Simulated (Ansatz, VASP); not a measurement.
# PbSe (Clausthalite): VASP beside Ansatz

Aim: how closely do two programs agree when they are given the same cell, functional and k mesh?

Program: Ansatz 0.2.0. Level of theory: plane waves, with VASP 6.6.1 beside it; band structure at HSE03. Results are calculated unless marked as measured.

## 1. The structure

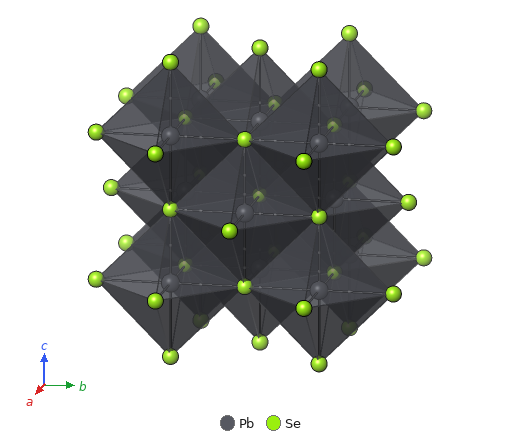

The starting structure, seen slightly off an axis (lead dark grey, selenium green). This picture shows the conventional cell, with its axes. Some periodic images of atoms are drawn too.

## 2. Ansatz: band structure, HSE03

Ansatz runs on its default PAW (the set named soft_2) files.

The same path points are solved in both programs, so levels can be compared one by one.

Contents of input.yaml:

```yaml
crystal:
  lattice:
    - [0.0, 3.06065, 3.06065]
    - [3.06065, 0.0, 3.06065]
    - [3.06065, 3.06065, 0.0]
  atoms:
    - { symbol: Pb, position: [0.0, 0.0, 0.0] }
    - { symbol: Se, position: [0.5, 0.5, 0.5] }
hamiltonian:
  xc: { exchange: pbe, correlation: pbe, exx: { coeff: 0.25, omega: 0.3 } }
  pseudopotentials: { kind: paw }
kpoints:
  mp_grid: { grid: [4, 4, 4] }
  band_path:
    path:
      - [0.0, 0.0, 0.0]
      - [0.5, 0.0, 0.5]
      - [0.5, 0.2, 0.7]
      - [0.4, 0.35, 0.75]
      - [0.15, 0.15, 0.3]
      - [0.2, 0.2, 0.2]
      - [0.5, 0.5, 0.5]
      - [0.55, 0.4, 0.55]
      - [0.6, 0.25, 0.65]
      - [0.5, 0.25, 0.75]
      - [0.5, 0.5, 0.5]
      - [0.375, 0.375, 0.75]
      - [0.5, 0.0, 0.5]
    npoints: 1
scf:
  occupations: { method: gaussian, width: 0.02 }
  n_extra_bands: 7
output:
  forces: true
  stress: true
  eigenvalues: true
```

Command:

```bash
$ ansatz run input.yaml --threads 4 --pin off --max-ram 9216MiB --backend cpu --events-out ev --progress --plain --runs-dir out
```

Numbers of over 12 decimals in the logs are rounded to 6 here.

What it wrote:

```text
Warning: output.stress: scf.convergence.dr2_threshold = 1e-7 eV (the SCF's general default) is looser than the 2e-10 eV advised for a printed stress (1e-10 eV for each atom of the cell: 2). What an SCF threshold leaves in a stress goes as its square root, and in the free energy as the threshold itself, and one threshold admits the most on a small cell: [figures from the program's tests cut] Set scf.convergence.dr2_threshold to 2e-10 eV or tighter. The threshold is an SCF's pass mark: one that does not reach it within its budget of iterations ends unconverged, or closes short of it on a stop that the run arms, and scf.convergence.dr2_threshold's page says what that costs each kind of run
Warning: output.stress: scf.exx.energy_threshold = 1e-6 eV is looser than the 2e-8 eV advised for a stress under a hybrid functional (1e-8 eV for each atom of the cell: 2). Every SCF of the exchange loop can meet its threshold on dr2 while the loop round them stops early: no threshold on dr2 bounds what that leaves in the stress. Set scf.exx.energy_threshold to 2e-8 eV or tighter. The threshold is the loop's pass mark: a loop that does not reach it within its budget of cycles ends unconverged, and scf.exx.energy_threshold's page has the law
scf.n_extra_bands = 7 over 15 filled bands (N_el = 30.0): the run solves 22 bands
Engine: ansatz 0.2.0, aarch64-unknown-linux-gnu
Pseudopotentials: kind: paw
Pseudopotential: Pb, paw, valence charge 14, recommended cutoff 420 eV (normal), Pb.paw.azcp
Pseudopotential: Se, paw, valence charge 16, recommended cutoff 420 eV (normal), Se.paw.azcp
Functional definition: unnamed
  parameter a_1 = 0.25
  parameter omega_1 = 0.3/angstrom
  exchange = pbe_x + (-a_1)*pbe_x_sr(omega_1) + a_1*exact_x_sr(omega_1)
  correlation = pbe_c
Crystal: 2 atoms, lattice volume = 57.342 Å³
Basis set: ecut = 420 eV, 1139 PW (Γ), exchange–correlation on 60×60×60 points (8 copies of the dense FFT grid, shifted against one another)
Bands: 22, of which v1, the nominal top of the filled ones, is band 15 counted from 1 (14 counted from 0)
Symmetry: 48 space group operations
Space group: Fm-3m (ITA 225), of the structure as read, at distance tolerance 3.9e-5 Å
k-points: 8 of 64
Non-local potential: Pb, projectors of the file, l = 0: 2, l = 1: 2, l = 2: 2, l = 3: 2
Non-local potential: Se, projectors of the file, l = 0: 2, l = 1: 2, l = 2: 3, l = 3: 1
PAW form: soft (Blöchl's): semilocal exchange-correlation on the pseudo side does not see the compensation charge
PAW frozen core: Pb, regenerated for the run's functional, and the local potential with it (the file was generated under x = pbe(κ = 0.804, μ = 0.219515), c = pbe(β = 0.066725))
PAW frozen core: Se, regenerated for the run's functional, and the local potential with it (the file was generated under x = pbe(κ = 0.804, μ = 0.219515), c = pbe(β = 0.066725))
PAW one-centre angular grid: Pb, 590 points (default); XC on 64 Gauss nodes
PAW one-centre angular grid: Se, 590 points (default); XC on 64 Gauss nodes
Initial density: superposition of atomic densities (neutral atoms: chi_scale 0, normalization atom), corrected by the library's trained network
Initial wavefunctions: pseudopotential atomic-orbital guess
Functional: x = pbe(κ = 0.804, μ = 0.219515), c = pbe(β = 0.066725), warm-up for x = pbe(κ = 0.804, μ = 0.219515) + 0.25 (exact − pbe) at short range (hse, ω = 0.3 Å⁻¹), c = pbe(β = 0.066725)
SCF iter   1: F=—  HF=-17376.593558 eV  |F-HF|=—  |Δ(HF+E_count)|=         —  Δρ=7.77e-4  dr2=2.43e-4  ethr=1.77e-3  ⟨swp⟩=13.0  Hψ=830  notcnv=0
preconditioner: auto → none  [insulator: Δε(μ)=0.287 eV  Ē_g=17.909 eV  σ=0.020 eV  W_gap=1.00  n_scr=14 (ndim 8)  ℏωp=21.9 eV  f_vac=0.019  D(μ)=0.00/eV (n_scr^D=0)]
SCF iter   2: F=—  HF=-17376.593742 eV  |F-HF|=—  |Δ(HF+E_count)|=   1.85e-4  Δρ=3.01e-4  dr2=5.20e-5  ethr=8.10e-7  ⟨swp⟩=5.1  Hψ=610  notcnv=0  defer=7
iter 3 solved again at ethr=1.61e-8 eV; its pass at ethr=1.73e-7 eV (dr2=4.82e-6 eV) is discarded
SCF iter   3: F=-17376.593773 eV  HF=-17376.593763 eV  |F-HF|=9.33e-6  |Δ(HF+E_count)|=   2.08e-5  Δρ=1.33e-4  dr2=4.99e-6  ethr=1.61e-8  ⟨swp⟩=2.8  Hψ=633  notcnv=0
SCF 1 stopped early in 3 iterations: F = -17376.593773 eV  dr2 = 4.99e-6
  greatest PAW one-centre occupation: 1.000 electrons in one spin orbital (limit 2), on the Se atom at site 1 (counted from 0), in its partial waves of l = 2
Initial density: handed on by an earlier stage of this run
Initial wavefunctions: those handed on with the density
Functional: x = pbe(κ = 0.804, μ = 0.219515) + 0.25 (exact − pbe) at short range (hse, ω = 0.3 Å⁻¹), c = pbe(β = 0.066725)
Exchange kernel: α = 0.2500, screened, ω = 0.3000 Å⁻¹, Wigner–Seitz truncation, v(0) = 502.5647 eV·Å³, q-mesh 4×4×4, nearest image of the exchange supercell L = 17.31 Å, pair-density grid 18×18×18, without the augmentation charges, whose exchange is taken in its separable form by FFT convolution over the k-point mesh (sized by the pseudopotential files, 24×24×24 at the most), smooth part of the exact exchange by density-matrix convolution
Frozen-core exchange: fock
SCF iter   1: F=—  HF=-17381.708525 eV  |F-HF|=—  |Δ(HF+E_count)|=         —  Δρ=5.38e-3  dr2=1.49e-2  ethr=1.66e-7  ⟨swp⟩=9.0  Hψ=943  notcnv=0
preconditioner: auto → none  [insulator: Δε(μ)=0.580 eV  Ē_g=19.566 eV  σ=0.020 eV  W_gap=1.00  n_scr=14 (ndim 8)  ℏωp=21.9 eV  f_vac=0.019  D(μ)=0.00/eV (n_scr^D=0)]
SCF iter   2: F=—  HF=-17381.700021 eV  |F-HF|=—  |Δ(HF+E_count)|=   8.50e-3  Δρ=2.26e-3  dr2=3.12e-3  ethr=1.66e-7  ⟨swp⟩=4.0  Hψ=614  notcnv=0
SCF iter   3: F=—  HF=-17381.699613 eV  |F-HF|=—  |Δ(HF+E_count)|=   4.08e-4  Δρ=6.76e-4  dr2=6.18e-4  ethr=1.66e-7  ⟨swp⟩=4.0  Hψ=538  notcnv=0
SCF iter   4: F=—  HF=-17381.704085 eV  |F-HF|=—  |Δ(HF+E_count)|=   4.47e-3  Δρ=6.75e-4  dr2=1.90e-4  ethr=1.66e-7  ⟨swp⟩=4.1  Hψ=586  notcnv=0
SCF iter   5: F=—  HF=-17381.704022 eV  |F-HF|=—  |Δ(HF+E_count)|=   6.32e-5  Δρ=9.07e-5  dr2=6.14e-6  ethr=1.66e-7  ⟨swp⟩=3.0  Hψ=403  notcnv=0
SCF iter   6: F=-17381.704060 eV  HF=-17381.704061 eV  |F-HF|=4.62e-7  |Δ(HF+E_count)|=   3.85e-5  Δρ=5.45e-5  dr2=1.17e-6  ethr=9.31e-9  ⟨swp⟩=4.1  Hψ=473  notcnv=0
SCF 2 stopped early in 6 iterations: F = -17381.704060 eV  dr2 = 1.17e-6
hybrid outer 1: dexx = +5.093e-3 eV, tail = 3.81e-5 eV
Exchange kernel: α = 0.2500, screened, ω = 0.3000 Å⁻¹, Wigner–Seitz truncation, v(0) = 502.5647 eV·Å³, q-mesh 4×4×4, nearest image of the exchange supercell L = 17.31 Å, pair-density grid 18×18×18, without the augmentation charges, whose exchange is taken in its separable form by FFT convolution over the k-point mesh (sized by the pseudopotential files, 24×24×24 at the most), smooth part of the exact exchange by density-matrix convolution
Frozen-core exchange: fock
SCF iter   1: F=—  HF=-17381.704104 eV  |F-HF|=—  |Δ(HF+E_count)|=         —  Δρ=4.15e-5  dr2=5.12e-7  ethr=6.36e-7  ⟨swp⟩=3.0  Hψ=365  notcnv=0
preconditioner: auto → none  [insulator: Δε(μ)=0.572 eV  Ē_g=19.534 eV  σ=0.020 eV  W_gap=1.00  n_scr=14 (ndim 8)  ℏωp=21.9 eV  f_vac=0.019  D(μ)=0.00/eV (n_scr^D=0)]
SCF iter   2: F=—  HF=-17381.704104 eV  |F-HF|=—  |Δ(HF+E_count)|=   4.80e-7  Δρ=2.16e-5  dr2=1.17e-7  ethr=1.61e-9  ⟨swp⟩=4.0  Hψ=524  notcnv=0
SCF iter   3: F=—  HF=-17381.704104 eV  |F-HF|=—  |Δ(HF+E_count)|=   2.66e-9  Δρ=8.81e-6  dr2=3.46e-8  ethr=2.93e-10  ⟨swp⟩=2.2  Hψ=304  notcnv=0  defer=1
SCF iter   4: F=-17381.704104 eV  HF=-17381.704105 eV  |F-HF|=6.78e-9  |Δ(HF+E_count)|=   1.86e-7  Δρ=4.65e-6  dr2=9.79e-9  ethr=4.77e-11  ⟨swp⟩=4.4  Hψ=559  notcnv=0
SCF 3 converged in 4 iterations: F = -17381.704104 eV  dr2 = 9.79e-9
  Residual-converged pass: ⟨swp⟩=2.4  Hψ=289  notcnv=0  max |occ|·‖R‖ = 2.1e-6 eV (tolerance 2.4e-6 eV)  dr2=9.79e-9  dr2_onsite=1.26e-9  max |Δocc| = 1.2e-98
hybrid outer 2: dexx = +2.069e-7 eV, tail = 2.98e-8 eV, Δε = 1.31e-3 eV (about 6.63e-5 eV left of the loop's levels)
NSCF: frozen V_eff on 13 k-points
hybrid SCF converged: 2 outer / 10 inner (+3 warm-up), last move |dexx| = 2.07e-7 eV, tail = 2.98e-8 eV
Stability not checked: this state was not tested for a lower state beside it, because the functional holds exact exchange (a hybrid, or Hartree-Fock), whose exchange loop this test does not read (fock_operator; see scf.lower_state_search)
Free energy (F): -17381.704105 eV
Frozen-core exchange: fock
Harris-Foulkes:  -17381.704105 eV  (|F-HF|=6.78e-9)
Internal energy: -17381.704105 eV  (E = F + TS)
E sigma→0 (E₀):  -17381.704105 eV
Fermi energy:    9.118127 eV
--- Per-component energies (eV) ---
  E_band       = -491.460956
  E_kinetic    = 404.826250
  E_local      = -3527.554811  (includes V_loc(G=0)·N_el)
  E_nonlocal   = -246.504791
  E_hartree    = 1644.798257
  E_xc         = -263.973168
  E_vxc        = -187.756919  (∫ρ·V_xc dr)
  E_exx        = -94.420627  (= α·E_x^exact, valence–valence)
  E_paw        = -12286.405362  (= ΣΔE_a)
  E_vpaw       = -35.229891  (= ΣTr[D̂ρ^β])
  E_aug_tail   = -0.000503  (compensation charges beyond the density's cutoff)
  E_ewald      = -3011.707258
  E_core_change = -0.762091  (= ΣΔE_core)
  E_smearing   = -0.000000  (= −TS)
  E_closure    = 0.000000  (closes the sum)
  Σ components = -17381.704105   (vs F -17381.704105, Δ=0.00e0)
--- Forces (eV/Å), atoms counted from 1 ---
  atom   1  Pb    -0.00000000     0.00000000     0.00000000
  atom   2  Se    -0.00000000     0.00000000    -0.00000000
  max |Σ_I F_I| component: 1.74e-29 eV/Å
--- Stress (GPa, compression-positive) ---
        1.434789      -0.000000      -0.000000
       -0.000000       1.434789      -0.000000
        0.000000       0.000000       1.434789
  P = ⅓ Tr σ = 1.4348 GPa (14.348 kbar)
--- Band table (eV; the first three rows and the last of 8) ---
  k-point 0: bands = [... 11 lower, 2.2519, 6.6697, 6.6697, 6.6697, 14.1082, 14.1082, 14.1082, 15.8059, ... 3 higher]
  k-point 1: bands = [... 11 lower, 0.7424, 6.8356, 6.8356, 7.6991, 11.3511, 12.1362, 12.1362, 15.8317, ... 3 higher]
  k-point 2: bands = [... 11 lower, -0.6702, 7.0823, 7.0823, 8.8318, 9.4044, 10.8412, 10.8412, 17.9614, ... 3 higher]
  k-point 7: bands = [... 11 lower, 0.2594, 4.1414, 4.1414, 7.8818, 11.0852, 14.2887, 14.2887, 17.1775, ... 3 higher]
```

Run time: 22 s. Hardware: 4 threads of Arm Neoverse V2, shared host; peak memory 0.8 GiB.

Reading the cycles: dr2 is the Hartree energy of the density residual (eV), the measure of convergence; HF is the Harris–Foulkes estimate of the energy, which meets the free energy F at convergence.

## 3. VASP: band structure, HSE03

The same cell, functional, mesh and smearing now go to VASP, with its own data sets and cutoff.

Lines of VASP's logs that name or quote its potential files are left out, and so is its time.

Contents of INCAR:

```
SYSTEM = PbSe
PREC = Accurate
ENCUT = 400
EDIFF = 1E-06
NELM = 100
ISMEAR = 0
SIGMA = 0.02
LREAL = .FALSE.
ALGO = Normal
LHFCALC = .TRUE.
AEXX = 0.25
GGA = PE
HFSCREEN = 0.3
LASPH = .TRUE.
NBANDS = 16
PRECFOCK = Fast
LORBIT = 11
LWAVE = .FALSE.
LCHARG = .FALSE.
KPAR = 4
```

Contents of POSCAR:

```
PbSe
1.0
    0.0000000000      3.0606500000      3.0606500000
    3.0606500000      0.0000000000      3.0606500000
    3.0606500000      3.0606500000      0.0000000000
Pb Se
1 1
Direct
    0.0000000000      0.0000000000      0.0000000000
    0.5000000000      0.5000000000      0.5000000000
```

Contents of KPOINTS:

```
Automatic mesh
0
Gamma
4 4 4
0 0 0
```

Contents of KPOINTS_OPT:

```
Line mode
6
Line-mode
Reciprocal
  0.00000000   0.00000000   0.00000000 GAMMA
  0.50000000   0.00000000   0.50000000 X

  0.50000000   0.00000000   0.50000000 X
  0.50000000   0.25000000   0.75000000 W

  0.50000000   0.25000000   0.75000000 W
  0.37500000   0.37500000   0.75000000 K

  0.37500000   0.37500000   0.75000000 K
  0.00000000   0.00000000   0.00000000 GAMMA

  0.00000000   0.00000000   0.00000000 GAMMA
  0.50000000   0.50000000   0.50000000 L

  0.50000000   0.50000000   0.50000000 L
  0.62500000   0.25000000   0.62500000 U

  0.62500000   0.25000000   0.62500000 U
  0.50000000   0.25000000   0.75000000 W

  0.50000000   0.25000000   0.75000000 W
  0.50000000   0.50000000   0.50000000 L

  0.50000000   0.50000000   0.50000000 L
  0.37500000   0.37500000   0.75000000 K

  0.62500000   0.25000000   0.62500000 U
  0.50000000   0.00000000   0.50000000 X
```

PAW data sets: Pb_d and Se (PBE family, release 64).

Command:

```bash
$ mpirun -np 4 vasp_std
```

What it wrote:

```text
[banner, memory and clock lines left out]
running    4 mpi-ranks, on    1 nodes
 distrk:  each k-point on    1 cores,    4 groups
 distr:  one band on    1 cores,    1 groups

 POSCAR found type information on POSCAR PbSe
 POSCAR found :  2 types and       2 ions
 LDA part: xc-table for (Slater+PW92), standard interpolation
 found WAVECAR, reading the header
 POSCAR, INCAR and KPOINTS ok, starting setup
 FFT: planning ... GRIDC
 FFT: planning ... GRID_SOFT
 FFT: planning ... GRID
 reading WAVECAR
 the WAVECAR file was read successfully
 initial charge from wavefunction
 entering main loop
       N       E                     dE             d eps       ncg     rms          rms(c)
DAV:   1    -0.940197375909E+01   -0.94020E+01   -0.45317E-01   296   0.810E+00    0.143E+00
DAV:   2    -0.940488708971E+01   -0.29133E-02   -0.21452E-02   264   0.985E-01    0.910E-01
DAV:   3    -0.940359278286E+01    0.12943E-02   -0.19924E-03   408   0.500E-01    0.530E-01
DAV:   4    -0.940330648718E+01    0.28630E-03   -0.44190E-04   360   0.223E-01    0.298E-01
DAV:   5    -0.940322917492E+01    0.77312E-04   -0.73960E-05   360   0.996E-02    0.163E-01
DAV:   6    -0.940320071784E+01    0.28457E-04   -0.14254E-05   344   0.437E-02    0.863E-02
DAV:   7    -0.940319214582E+01    0.85720E-05   -0.55313E-06   320   0.212E-02    0.445E-02
DAV:   8    -0.940318965442E+01    0.24914E-05   -0.17602E-06   256   0.107E-02    0.226E-02
DAV:   9    -0.940318914418E+01    0.51024E-06   -0.63825E-07   176   0.641E-03
   1 F= -.94031891E+01 E0= -.94031891E+01  d E =-.168925E-34
 Start KPOINTS_OPT (optional k-point list driver)
k-point batch [1-8\60]
       N       E                     dE             ncg
DAV:   1     0.174630384623E+03   -0.25932E+04      272
DAV:   2    -0.110754398592E+04   -0.12822E+04      272
DAV:   3    -0.120192373559E+04   -0.94380E+02      336
DAV:   4    -0.120467935182E+04   -0.27556E+01      368
DAV:   5    -0.120476050980E+04   -0.81158E-01      392
DAV:   6    -0.120476378949E+04   -0.32797E-02      392
DAV:   7    -0.120476382546E+04   -0.35971E-04      368
DAV:   8    -0.120476382581E+04   -0.34709E-06      272
[...]
k-point batch [57-60\60]
       N       E                     dE             ncg
DAV:   1     0.256721371693E+04   -0.23593E+04      128
DAV:   2     0.194801103624E+04   -0.61920E+03      136
DAV:   3     0.190333497225E+04   -0.44676E+02      160
DAV:   4     0.190217862775E+04   -0.11563E+01      184
DAV:   5     0.190214181497E+04   -0.36813E-01      200
DAV:   6     0.190214047544E+04   -0.13395E-02      208
DAV:   7     0.190214046065E+04   -0.14782E-04      192
DAV:   8     0.190214046052E+04   -0.13199E-06      144
```

(Part 1 of 2 ends here.)

[Lines on the potential files, build, host, timing and source positions are cut from VASP's logs without a mark.]

[Logs are printed without paths, hosts, clocks, repeated set-up lines and the standing remarks that a program may print on its own settings, such as how far it seeks lower states.]

[Hosts, paths, dates, database ids (printed as entryN), source tags and the programs' standing remarks are cut or masked in the printed files.]
